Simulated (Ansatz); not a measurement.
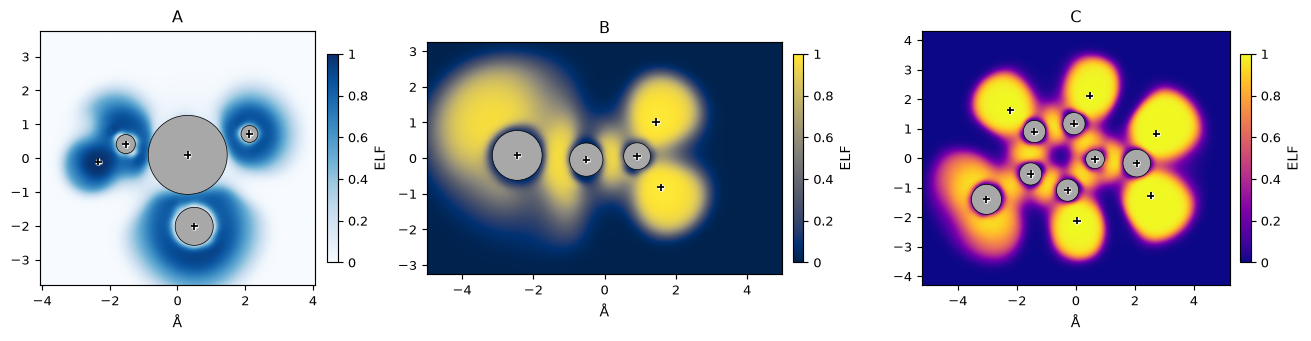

The ELF of 3 systems, each on a plane through atoms (crosses mark nuclei in the plane; grey discs cover the cores).

Method: isolated molecule in a Gaussian basis; Kohn-Sham density functional theory, functional PBE0 (Ansatz 0.2.0).

System 1: C4H5BClN (SMILES Bn1ccc(Cl)c1), the molecular plane. Geometry: B3LYP-D3(BJ)/def2-SVP.

```xyz
12

C     2.1835    0.6406    1.2077
C     2.4589    0.0575    0.0045
C     1.2677    0.1936   -0.7975
C     0.3204    0.8482   -0.0600
B     0.2248    1.8082    2.2647
Cl    1.0877   -0.3807   -2.4158
N     0.8730    1.1356    1.1942
H     0.8388    1.9788    3.2841
H    -0.9079    2.1783    2.1079
H     2.7987    0.7588    2.0961
H     3.3864   -0.4189   -0.3032
H    -0.6963    1.1379   -0.3078
```

System 2: CH3BSi (SMILES C=[B-]=[SiH]) (charge −1, doublet), the plane of atoms H4, C1 and H5. Geometry: r2SCAN-D4/def2-SVPD.

```xyz
6

C     0.0132    0.7972    1.1342
B     1.1203    0.1794    1.7926
Si    2.5996   -0.8676    2.4957
H    -0.6887    1.4732    1.6399
H    -0.2012    0.6538    0.0665
H     3.3762    0.3263    3.0952
```

System 3: FH3O3SW, the plane of atoms O3, W6 and S5. Geometry: PBE0-D4/def2-SVP; core potentials replace the inner electrons of W.

```json
{"atom": "F", "x (Å)": "1.1787", "y (Å)": "0.9108", "z (Å)": "-1.3593"}
{"atom": "O", "x (Å)": "1.7257", "y (Å)": "-0.0051", "z (Å)": "0.8551"}
{"atom": "O", "x (Å)": "-0.6428", "y (Å)": "-1.2515", "z (Å)": "0.9741"}
{"atom": "O", "x (Å)": "-0.9498", "y (Å)": "-0.3087", "z (Å)": "-1.5145"}
{"atom": "S", "x (Å)": "-0.8885", "y (Å)": "1.8966", "z (Å)": "0.8483"}
{"atom": "W", "x (Å)": "0.0432", "y (Å)": "0.1840", "z (Å)": "0.0160"}
{"atom": "H", "x (Å)": "2.5161", "y (Å)": "0.3370", "z (Å)": "0.4192"}
{"atom": "H", "x (Å)": "-1.2661", "y (Å)": "-1.3897", "z (Å)": "1.6936"}
{"atom": "H", "x (Å)": "-0.6525", "y (Å)": "-0.0220", "z (Å)": "-2.3870"}
```

Match each panel to its system.

Answer. Panel A is system 3, FH3O3SW: the plane holds F, O, S, W and H. W–O (1.86 Å): the ELF peaks at about 0.85 in the valence shell of O, 0.5 Å from its nucleus, and drops to about 0.25 between the two atoms. Panel B is system 2, CH3BSi: the plane holds C, B, Si and H. C–B (1.43 Å): the ELF peaks at about 0.95 between the atoms: localised, covalent bonding. Panel C is system 1, C4H5BClN: the plane holds C, B, Cl, N and H. C–C (1.37 Å): the ELF peaks at about 0.95 between the atoms: a covalent bond.
